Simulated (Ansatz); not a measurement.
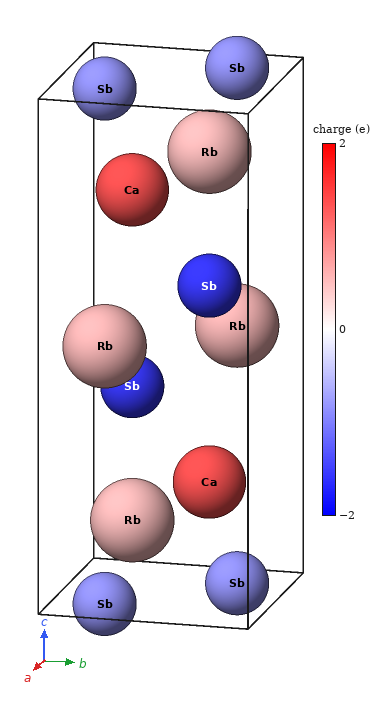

An orthographic spheres-only view of the structure, slightly off an axis. The edges of the simulation cell are marked. The atoms of this Rb2CaSb2 cell are coloured by their Bader charge.

Setup: DFT, PAW plane waves, PBE (Ansatz 0.2.0); an energy cutoff of 420 eV, a 7×7×3 grid in reciprocal space, cold smearing of 0.15 eV, no spin polarisation.

**Describe the charge distribution among the elements.**

Most positive: Ca; most negative: Sb. Charges: about Rb +0.5 e; Ca +1.3 e; Sb -1.5 to -0.8 e.

Note that this is a generated cell, made by putting these elements into a known structure type (the compound may or may not exist in this form), and that it hasn't been relaxed. It went into a calculation with Ansatz.

At this level of theory the cell isn't at rest (compressed, at 8 GPa and forces up to 2.8 eV/Å), so its distances can differ from those at equilibrium, the more so the softer the solid.
